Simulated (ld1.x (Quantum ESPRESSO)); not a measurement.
# A PAW potential for gallium, from input to tests

Task: generate the file, and judge it by its errors in other configurations, its logarithmic derivatives, its ghosts and its cutoff.

The numbers are computed with ld1.x (Quantum ESPRESSO) 7.5 (LDA (PW92), scalar-relativistic, spin-unpolarised reference atom).

## Step 1: The design

Typed settings, in words:

```json
{
 "element": "gallium (Ga, Z = 31)",
 "type": "PAW",
 "frozen core": "[Ar]",
 "valence charge": "13",
 "reference configuration": "3d10 4s2 4p1",
 "partial waves": "4s (bound): rcut 1.30, rcutus 1.60 bohr; 4s channel at 1.55 Ry: rcut 1.30, rcutus 1.60 bohr; 4p (bound): rcut 2.10, rcutus 2.70 bohr; 4p channel at 4.7 Ry: rcut 2.10, rcutus 2.70 bohr; 3d (bound): rcut 0.60, rcutus 0.65 bohr; 3d channel at 0.45 Ry: rcut 0.60, rcutus 0.65 bohr",
 "local potential": "all-electron potential smoothed inside 1.25 bohr (lloc = -1)",
 "core correction": "not asked for",
 "augmentation charge": "PSQ, inside the norm-conserving radii"
}
```

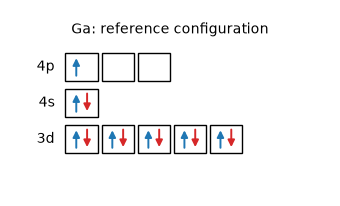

The outer shells as boxes. The arrows follow Hund's rule for the drawing; the calculation itself is spin-unpolarised.

An earlier all-electron run gives the scale for the radii.

All-electron outer shells of the reference configuration (LDA (PW92), scalar-relativistic, ld1.x):

```
shell  level (eV)  outermost node (bohr)  outermost maximum (bohr)
   3s     -147.44                   0.27                      0.56
   3p      -98.66                   0.24                      0.56
   3d      -19.41                      –                      0.53
   4s       -9.17                   0.81                      1.87
   4p       -2.73                   0.87                      2.53
```

## Step 2: Generating the potential

Ga.in

```
 &input
   title='Ga', zed=31., rel=1, dft='PW', iswitch=3,
   config='[Ar] 3d10 4s2 4p1',
   nld=3, rlderiv=2.95, eminld=-3.0, emaxld=5.0, deld=0.02
 /
 &inputp
   pseudotype=3, lpaw=.true., tm=.true., lloc=-1, rcloc=1.25,
   nlcc=.false.,
   which_augfun='PSQ', rmatch_augfun_nc=.true.,
   file_pseudopw='Ga.UPF', file_wfcaegen='ae.wfc', file_wfcncgen='nc.wfc', file_beta='beta', file_chi='chi', file_wfcusgen='us.wfc'
 /
6
4S  1  0   2.00   0.00  1.30  1.60  0.0
4S  1  0   0.00   1.55  1.30  1.60  0.0
4P  2  1   1.00   0.00  2.10  2.70  0.0
4P  2  1   0.00   4.70  2.10  2.70  0.0
3D  3  2  10.00   0.00  0.60  0.65  0.0
3D  3  2   0.00   0.45  0.60  0.65  0.0
 &test
   configts(1)='3d10 4s2 4p1'
 /
```

On the command line:

```console
$ ld1.x < Ga.in > Ga.out
```

What the program wrote to Ga.out (without the banner and most projector matrices):

```text
     Program LD1 v.7.5
     --------------------------- All-electron run ----------------------------

     Ga
     scalar relativistic calculation

     atomic number is 31.00
     dft =PW   lsd =0 sic =0 latt =0  beta=0.20 tr2=1.0E-14
     Exchange-correlation= PW
                           (   1   4   0   0   0   0   0)
     mesh =1205 r(mesh) = 101.09016 a.u. xmin = -7.00 dx = 0.01250
     1 Ry =  13.60569312 eV, c = 137.03599908

     n l     nl                  e(Ry)          e(Ha)          e(eV)
     1 0     1S 1( 2.00)      -750.4709      -375.2355    -10210.6771
     2 0     2S 1( 2.00)       -92.6127       -46.3063     -1260.0596
     2 1     2P 1( 6.00)       -80.7168       -40.3584     -1098.2081
     3 0     3S 1( 2.00)       -10.8363        -5.4181      -147.4352
     3 1     3P 1( 6.00)        -7.2513        -3.6257       -98.6593
     3 2     3D 1(10.00)        -1.4264        -0.7132       -19.4071
     4 0     4S 1( 2.00)        -0.6740        -0.3370        -9.1703
     4 1     4P 1( 1.00)        -0.2009        -0.1004        -2.7331

     final scf error:  1.6E-15 reached in  29 iterations

     Etot =   -3882.243583 Ry,   -1941.121791 Ha,  -52820.614817 eV

     Ekin =    3946.704062 Ry,    1973.352031 Ha,   53697.644309 eV
     Encl =   -9361.625946 Ry,   -4680.812973 Ha, -127371.409759 eV
     Eh   =    1677.888875 Ry,     838.944438 Ha,   22828.841128 eV
     Exc  =    -145.210573 Ry,     -72.605287 Ha,   -1975.690495 eV

     normalization and overlap integrals

     s(1S/1S) =  1.000000  <r> =   0.0487  <r2> =    0.0032  r(max) =   0.0319
     s(2S/2S) =  1.000000  <r> =   0.2182  <r2> =    0.0562  r(max) =   0.1833
     s(2P/2P) =  1.000000  <r> =   0.1909  <r2> =    0.0447  r(max) =   0.1464
     s(3S/3S) =  1.000000  <r> =   0.6531  <r2> =    0.4929  r(max) =   0.5647
     s(3P/3P) =  1.000000  <r> =   0.6800  <r2> =    0.5460  r(max) =   0.5647
     s(3D/3D) =  1.000000  <r> =   0.8111  <r2> =    0.8645  r(max) =   0.5305
     s(4S/4S) =  1.000000  <r> =   2.3302  <r2> =    6.3244  r(max) =   1.8748
     s(4P/4P) =  1.000000  <r> =   3.3751  <r2> =   13.7520  r(max) =   2.5307

     ------------------------ End of All-electron run ------------------------

     --------------------- Generating PAW atomic setup --------------------

      Generating local potential from pseudized AE potential:
      Matching radius rcloc =   1.2500

      Local pseudo, rcloc= 1.241 Estimated cut-off energy=    16.01 Ry

      Computing core charge for PAW:

       r > 0.31 : true rho core
       r < 0.31 : rho core = a sin(br)/r    a=  72.09  b=   7.86

      Integrated core pseudo-charge :  11.34
      Wfc-us  4S rcutus= 1.594  Estimated cut-off energy=    16.50 Ry
      Wfc-us  4S rcutus= 1.594  Estimated cut-off energy=    19.51 Ry
      Wfc-us  4P rcutus= 2.694  Estimated cut-off energy=    10.40 Ry
      Wfc-us  4P rcutus= 2.694  Estimated cut-off energy=    10.98 Ry
      Wfc-us  3D rcutus= 0.648  Estimated cut-off energy=   267.57 Ry
      Wfc-us  3D rcutus= 0.648  Estimated cut-off energy=   273.00 Ry

     Required augmentation: PSQ   radius:    2.700000

     Q pseudized with Bessel functions
     Expected ecutrho=    1181.9546 due to l1=  2   l2=  2

     Estimated PAW energy = -272.108149 Ryd

     The PAW screened D coefficients
     0.63672     0.84950     0.00000     0.00000     0.00000     0.00000
     0.84950     1.13143     0.00000     0.00000     0.00000     0.00000
     0.00000     0.00000     0.32848     0.44845     0.00000     0.00000
     0.00000     0.00000     0.44845     0.83975     0.00000     0.00000
     0.00000     0.00000     0.00000     0.00000   -10.71895    -8.08411
     0.00000     0.00000     0.00000     0.00000    -8.08411    -6.10872

     The PAW descreened D coefficients (US)
     1.07996     1.26776     0.00000     0.00000     0.00000     0.00000
     1.26776     1.48771     0.00000     0.00000     0.00000     0.00000
     0.00000     0.00000     0.02701    -0.27851     0.00000     0.00000
     0.00000     0.00000    -0.27851     0.04724     0.00000     0.00000
     0.00000     0.00000     0.00000     0.00000    -8.41178    -6.31463
     0.00000     0.00000     0.00000     0.00000    -6.31463    -4.71387

     ------------------- End of pseudopotential generation -------------------

     [... the all-electron block is printed once more ...]


     Computing logarithmic derivative in   2.95880
     Computing logarithmic derivative in   2.95880
     Computing the partial wave expansion
     R is outside the sphere for l=    0 j= 0.00
     R is outside the sphere for l=    0 j= 0.00
     R is outside the sphere for l=    1 j= 0.00
     R is outside the sphere for l=    1 j= 0.00
     R is outside the sphere for l=    2 j= 0.00
     R is outside the sphere for l=    2 j= 0.00

     ---------------------- Testing the pseudopotential ----------------------

     Ga
     scalar relativistic calculation

     atomic number is 31.00   valence charge is 13.00
     dft = SLA  PW   NOGX NOGC   lsd =0 sic =0 latt =0  beta=0.20 tr2=1.0E-14
     mesh =1205 r(mesh) = 101.09016 xmin = -7.00 dx = 0.01250

     n l     nl             e AE (Ry)        e PS (Ry)    De AE-PS (Ry)
     3 2     3D   1(10.00)       -1.42640       -1.42642        0.00002
     1 0     4S   1( 2.00)       -0.67400       -0.67401        0.00000
     2 1     4P   1( 1.00)       -0.20088       -0.20088        0.00000

     eps = 2.7E-15  iter =  4

     Etot =   -3882.243583 Ry,   -1941.121791 Ha,  -52820.614817 eV
     Etotps =  -272.108228 Ry,    -136.054114 Ha,   -3702.221052 eV

     Ekin =     269.308027 Ry,     134.654014 Ha,    3664.122373 eV
     Encl =    -541.867896 Ry,    -270.933948 Ha,   -7372.488306 eV
     Ehrt =     145.662176 Ry,      72.831088 Ha,    1981.834872 eV
     Ecxc =    -145.210536 Ry,     -72.605268 Ha,   -1975.689992 eV

     ---------------------- End of pseudopotential test ----------------------
```

It took 2.4 s on 1 thread of Neoverse-V1, shared host. (Generation and the later configuration tests together.)

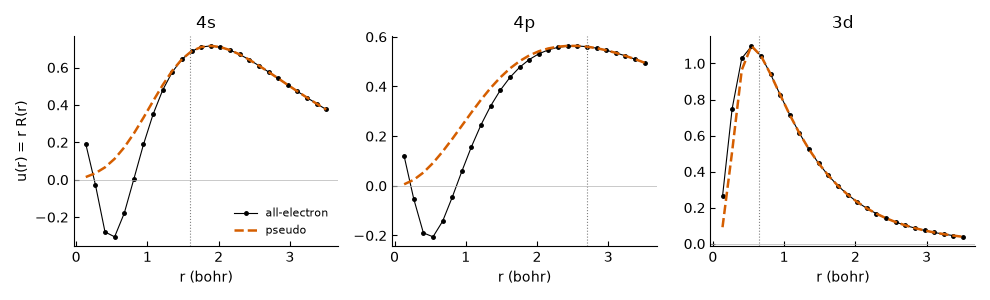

All-electron and pseudo partial waves (4s, 4p, 3d), with the matching radii dotted. The curves join 26 sampled radii, too few to resolve the innermost nodes.

## Step 3: Testing the new file in other configurations

Ga.test.in

```
 &input
   title='Ga', zed=31., rel=1, dft='PW', iswitch=2,
   config='[Ar] 3d10 4s2 4p1'
 /
 &test
   file_pseudo='Ga.UPF', nconf=10,
   configts(1)='3d10 4s2 4p1',
   configts(2)='3d10 4s2 4p0',
   configts(3)='3d10 4s1 4p0',
   configts(4)='3d10 4s0 4p0',
   configts(5)='3d9 4s2 4p2',
   configts(6)='3d9 4s2 4p1',
   configts(7)='3d10 4s1 4p2',
   configts(8)='3d10 4s0 4p3',
   configts(9)='3d10 4s2 4p1', lsdts(9)=1,
   configts(10)='3d10 4s1 4p0', lsdts(10)=1
 /
```

On the command line:

```console
$ ld1.x < Ga.test.in > Ga.test.out
```

Ga.test.out, the pseudopotential blocks, each with the warnings that came before it:

```text
     ---------------------- Testing the pseudopotential ----------------------

     Ga
     scalar relativistic calculation

     atomic number is 31.00   valence charge is 13.00
     dft =SLA  PW   NOGX NOGC   lsd =0 sic =0 latt =0  beta=0.20 tr2=1.0E-14
     mesh =1205 r(mesh) = 101.09016 xmin = -7.00 dx = 0.01250

     n l     nl             e AE (Ry)        e PS (Ry)    De AE-PS (Ry)
     3 2     3D   1(10.00)       -1.42640       -1.42642        0.00002
     1 0     4S   1( 2.00)       -0.67400       -0.67401        0.00000
     2 1     4P   1( 1.00)       -0.20088       -0.20088        0.00000

     eps = 2.8E-15  iter =  4

     Etot =   -3882.243583 Ry,   -1941.121791 Ha,  -52820.614817 eV
     Etotps =  -272.108228 Ry,    -136.054114 Ha,   -3702.221052 eV

     Ekin =     269.308027 Ry,     134.654014 Ha,    3664.122373 eV
     Encl =    -541.867896 Ry,    -270.933948 Ha,   -7372.488306 eV
     Ehrt =     145.662176 Ry,      72.831088 Ha,    1981.834872 eV
     Ecxc =    -145.210536 Ry,     -72.605268 Ha,   -1975.689992 eV

     ---------------------- End of pseudopotential test ----------------------

     ---------------------- Testing the pseudopotential ----------------------

     Ga
     [...]
     n l     nl             e AE (Ry)        e PS (Ry)    De AE-PS (Ry)
     3 2     3D   1(10.00)       -2.04010       -2.04043        0.00033
     1 0     4S   1( 2.00)       -1.22402       -1.22402        0.00001
     2 1     4P   1( 0.00)       -0.68347       -0.68352        0.00005

     eps = 2.2E-15  iter = 18

     Etot =   -3881.811222 Ry,   -1940.905611 Ha,  -52814.732244 eV
     Etotps =  -271.675828 Ry,    -135.837914 Ha,   -3696.337950 eV
     dEtot_ae =       0.432361 Ry
     dEtot_ps =       0.432400 Ry,   Delta E=      -0.000039 Ry

     [...]
     ---------------------- End of pseudopotential test ----------------------

     ---------------------- Testing the pseudopotential ----------------------

     Ga
     [...]
     n l     nl             e AE (Ry)        e PS (Ry)    De AE-PS (Ry)
     3 2     3D   1(10.00)       -2.92098       -2.92295        0.00196
     1 0     4S   1( 1.00)       -1.94570       -1.94535       -0.00035
     2 1     4P   1( 0.00)       -1.32541       -1.32560        0.00020

     eps = 6.9E-15  iter = 14

     Etot =   -3880.231156 Ry,   -1940.115578 Ha,  -52793.234354 eV
     Etotps =  -270.095683 Ry,    -135.047841 Ha,   -3674.838977 eV
     dEtot_ae =       2.012427 Ry
     dEtot_ps =       2.012545 Ry,   Delta E=      -0.000118 Ry

     [...]
     ---------------------- End of pseudopotential test ----------------------

     ---------------------- Testing the pseudopotential ----------------------

     Ga
     [...]
     n l     nl             e AE (Ry)        e PS (Ry)    De AE-PS (Ry)
     3 2     3D   1(10.00)       -3.88444       -3.88808        0.00364
     1 0     4S   1( 0.00)       -2.69761       -2.69431       -0.00331
     2 1     4P   1( 0.00)       -1.99689       -1.99525       -0.00164

     eps = 1.3E-16  iter = 11

     Etot =   -3877.908883 Ry,   -1938.954442 Ha,  -52761.638227 eV
     Etotps =  -267.774574 Ry,    -133.887287 Ha,   -3643.258676 eV
     dEtot_ae =       4.334699 Ry
     dEtot_ps =       4.333655 Ry,   Delta E=       0.001045 Ry

     [...]
     ---------------------- End of pseudopotential test ----------------------

     Warning: n=3, l=2 expected 0 nodes, found 1
     ---------------------- Testing the pseudopotential ----------------------

     Ga
     [...]
     n l     nl             e AE (Ry)        e PS (Ry)    De AE-PS (Ry)
     3 2     3D   1( 9.00)       -2.08087       -2.10934        0.02847  !
     1 0     4S   1( 2.00)       -0.84925       -0.84968        0.00043
     2 1     4P   1( 2.00)       -0.29633       -0.29699        0.00066

     eps = 5.3E-15  iter = 12

     Etot =   -3880.743164 Ry,   -1940.371582 Ha,  -52800.200575 eV
     Etotps =  -270.594246 Ry,    -135.297123 Ha,   -3681.622275 eV
     dEtot_ae =       1.500419 Ry
     dEtot_ps =       1.513982 Ry,   Delta E=      -0.013563 Ry

     [...]
     ---------------------- End of pseudopotential test ----------------------

     ---------------------- Testing the pseudopotential ----------------------

     Ga
     [...]
     n l     nl             e AE (Ry)        e PS (Ry)    De AE-PS (Ry)
     3 2     3D   1( 9.00)       -2.73472       -2.76720        0.03248  !
     1 0     4S   1( 2.00)       -1.44002       -1.44180        0.00178
     2 1     4P   1( 1.00)       -0.83263       -0.83484        0.00220

     eps = 8.3E-15  iter = 15

     Etot =   -3880.187678 Ry,   -1940.093839 Ha,  -52792.642805 eV
     Etotps =  -270.037348 Ry,    -135.018674 Ha,   -3674.045288 eV
     dEtot_ae =       2.055905 Ry
     dEtot_ps =       2.070880 Ry,   Delta E=      -0.014975 Ry

     [...]
     ---------------------- End of pseudopotential test ----------------------

     ---------------------- Testing the pseudopotential ----------------------

     Ga
     [...]
     n l     nl             e AE (Ry)        e PS (Ry)    De AE-PS (Ry)
     3 2     3D   1(10.00)       -1.56354       -1.56386        0.00032
     1 0     4S   1( 1.00)       -0.75531       -0.75527       -0.00003
     2 1     4P   1( 2.00)       -0.25684       -0.25681       -0.00004

     eps = 4.4E-15  iter = 11

     Etot =   -3881.757498 Ry,   -1940.878749 Ha,  -52814.001299 eV
     Etotps =  -271.622078 Ry,    -135.811039 Ha,   -3695.606633 eV
     dEtot_ae =       0.486085 Ry
     dEtot_ps =       0.486151 Ry,   Delta E=      -0.000066 Ry

     [...]
     ---------------------- End of pseudopotential test ----------------------

     ---------------------- Testing the pseudopotential ----------------------

     Ga
     [...]
     n l     nl             e AE (Ry)        e PS (Ry)    De AE-PS (Ry)
     3 2     3D   1(10.00)       -1.68649       -1.68687        0.00037
     1 0     4S   1( 0.00)       -0.82502       -0.82486       -0.00017
     2 1     4P   1( 3.00)       -0.30475       -0.30464       -0.00011

     eps = 1.2E-15  iter = 10

     Etot =   -3881.247913 Ry,   -1940.623956 Ha,  -52807.068037 eV
     Etotps =  -271.112461 Ry,    -135.556231 Ha,   -3688.672949 eV
     dEtot_ae =       0.995670 Ry
     dEtot_ps =       0.995767 Ry,   Delta E=      -0.000097 Ry

     [...]
     ---------------------- End of pseudopotential test ----------------------

     ---------------------- Testing the pseudopotential ----------------------

     Ga
     [...]
     n l     nl             e AE (Ry)        e PS (Ry)    De AE-PS (Ry)
     3 2     3D   1( 5.00)       -1.42402       -1.42419        0.00017
     1 0     4S   1( 1.00)       -0.69006       -0.69005       -0.00001
     2 1     4P   1( 1.00)       -0.21751       -0.21752        0.00001
     3 2     3D   2( 5.00)       -1.41909       -1.41900       -0.00009
     1 0     4S   2( 1.00)       -0.64794       -0.64794       -0.00000
     2 1     4P   2( 0.00)       -0.17458       -0.17457       -0.00002

     eps = 5.8E-15  iter = 14

     Etot =   -3882.254219 Ry,   -1941.127110 Ha,  -52820.759536 eV
     Etotps =  -272.118870 Ry,    -136.059435 Ha,   -3702.365845 eV
     dEtot_ae =      -0.010637 Ry
     dEtot_ps =      -0.010642 Ry,   Delta E=       0.000005 Ry

     [...]
     ---------------------- End of pseudopotential test ----------------------

     ---------------------- Testing the pseudopotential ----------------------

     Ga
     [...]
     n l     nl             e AE (Ry)        e PS (Ry)    De AE-PS (Ry)
     3 2     3D   1( 5.00)       -2.92573       -2.92759        0.00187
     1 0     4S   1( 1.00)       -1.98588       -1.98566       -0.00022
     2 1     4P   1( 0.00)       -1.36218       -1.36248        0.00030
     3 2     3D   2( 5.00)       -2.90838       -2.90951        0.00113
     1 0     4S   2( 0.00)       -1.88767       -1.88622       -0.00145
     2 1     4P   2( 0.00)       -1.27027       -1.26963       -0.00064

     eps = 9.3E-15  iter = 24

     Etot =   -3880.255226 Ry,   -1940.127613 Ha,  -52793.561837 eV
     Etotps =  -270.120048 Ry,    -135.060024 Ha,   -3675.170476 eV
     dEtot_ae =       1.988357 Ry
     dEtot_ps =       1.988181 Ry,   Delta E=       0.000177 Ry

     [...]
     ---------------------- End of pseudopotential test ----------------------
```

Excitation and ionisation energies from 3d10 4s2 4p1, with the error of the potential. Spin-polarised rows fill open shells by Hund's rule and count from the unpolarised reference. A star marks tests that logged a warning.

| valence configuration | charge | ΔE all-electron (eV) | error AE − PS (meV) |
| --- | --- | --- | --- |
| 3d10 4s2 4p0 | +1 | 5.883 | -0.5 |
| 3d10 4s1 4p0 | +2 | 27.380 | -1.6 |
| 3d10 4s0 4p0 | +3 | 58.977 | +14 |
| 3d9 4s2 4p2 * | 0 | 20.414 | -185 |
| 3d9 4s2 4p1 | +1 | 27.972 | -204 |
| 3d10 4s1 4p2 | 0 | 6.614 | -0.9 |
| 3d10 4s0 4p3 | 0 | 13.547 | -1.3 |
| 3d10 4s2 4p1 (spin-polarised) | 0 | -0.145 | +0.1 |
| 3d10 4s1 4p0 (spin-polarised) | +2 | 27.053 | +2.4 |

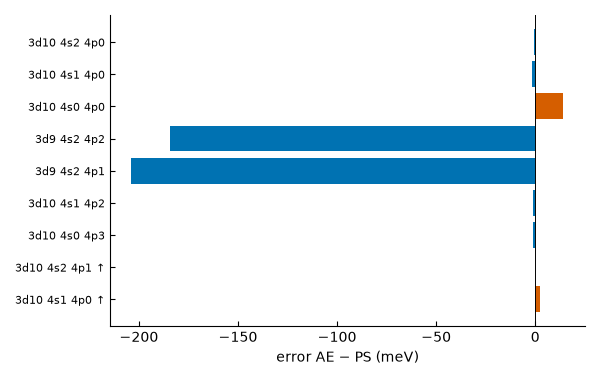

Error of the potential in each test configuration; ↑ marks spin-polarised tests.

## Step 4: Does it scatter like the atom?

Taken from the files of the generation run. The phase is arctan(r·u′/u) with u = r·R, unwrapped, with energies in Ry. A pole is an energy at which the radial function vanishes at the test radius. The pseudo phase is shifted by a multiple of π to meet the all-electron one at the reference energy. Levels narrower than the energy grid can be missing from the poles. Where the grid stepped over a known ghost or core level, its pole and its step of π were put in at the level's energy. The last column is the largest difference on the grid between −1 and +1 Ry.

| channel | radius (bohr) | reference (Ry) | poles AE | poles PS | window around the reference with phases within 0.05 rad (Ry) | largest difference near zero (rad) |
| --- | --- | --- | --- | --- | --- | --- |
| s | 2.96 | -0.67 | -0.05 | -2.93, -0.05 | above -2.9 | 0.000 |
| p | 2.96 | -0.20 | 0.88 | 0.87 | below 3.0 | 0.003 |
| d | 2.96 | -1.43 | -1.41, 2.56 | -1.41, 2.56 | the whole range | 0.000 |

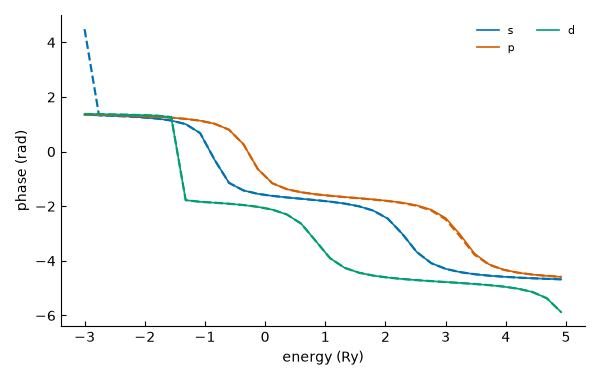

Phases by channel: all-electron solid, pseudo dashed.

## Step 5: Plane-wave convergence, by spherical Bessel functions

This step uses the generator's waves and projectors in a separate script. Basis: spherical Bessel functions vanishing at 20 bohr, q² up to the cutoff; potential fixed at the reference.

All-electron valence levels (Ry): 4s -0.6740, 4p -0.2009, 3d -1.4264. The lowest levels of each channel (Ry) by cutoff; the last column sums, over occupied levels, occupation times the distance from the level at 400 Ry. A positive value at high cutoff is not a bound level.

| cutoff (Ry) | s #1 | s #2 | p #1 | d #1 | f #1 | Σ f·Δε (mRy) |
| --- | --- | --- | --- | --- | --- | --- |
| 8 | -0.6660 | -0.0258 | -0.2004 | 0.0494 | 0.1046 | 14771.0 |
| 15 | -0.6731 | -0.0262 | -0.2009 | 0.0487 | 0.1046 | 14750.2 |
| 25 | -1.8599 | -0.6737 | -0.2009 | 0.0479 | 0.1046 | 14740.3 |
| 40 | -2.8055 | -0.6740 | -0.2009 | 0.0456 | 0.1046 | 14716.8 |
| 55 | -2.9093 | -0.6740 | -0.2009 | 0.0365 | 0.1046 | 14625.9 |
| 90 | -2.9271 | -0.6740 | -0.2009 | -0.3518 | 0.1046 | 10743.1 |
| 120 | -2.9274 | -0.6740 | -0.2009 | -0.8576 | 0.1046 | 5684.7 |
| 180 | -2.9274 | -0.6740 | -0.2009 | -1.3588 | 0.1046 | 673.2 |
| 260 | -2.9274 | -0.6740 | -0.2009 | -1.4244 | 0.1046 | 17.3 |
| 400 | -2.9274 | -0.6740 | -0.2009 | -1.4261 | 0.1046 | 0.0 |

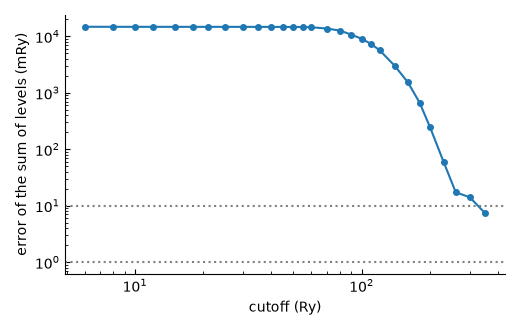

Occupation-weighted error of the valence levels against the cutoff; the dotted lines mark 10 and 1 mRy.

The sum stays within 10 mRy only somewhere over 300 Ry and within 1 mRy only somewhere over 300 Ry. The sum leaves out empty levels, which can need more. Ghost test: ghost state, bound below the all-electron valence or empty levels of the same l: s at -39.8 eV.

## Step 6: Summary of results

| quantity | value |
| --- | --- |
| cutoffs for 10 and 1 mRy, occupied levels | over 300 Ry and over 300 Ry |
| bound ghosts | s at -39.83 eV |
| largest test error (AE − PS), unpolarised tests | -204 meV, for 3d9 4s2 4p1 |
| largest phase difference near zero energy, channels read | 0.003 rad |
| lowest eigenvalue of the overlap (Bessel basis) | 0.529 (s) |
| density cutoff estimated by the generator | 1182 Ry |

**Reading.** A bound ghost (s) makes it unfit for use: electrons can fall into a state that the atom doesn't have. The worst unpolarised test, 3d9 4s2 4p1, is off by 204 meV on 28.0 eV; by total energies transferability rates as poor. By its cutoff, over 300 Ry for the looser tolerance, it is very hard. The slowest occupied level is 3d: taken alone it needs over 300 Ry to come within 1 mRy, against 21 Ry for 4s. Near zero energy the phases of the channels with partial waves agree within 0.003 rad. The pseudo curves have a pole with no partner nearby in the atom's: s at -2.93 Ry. All of this concerns the isolated atom, not yet a solid.
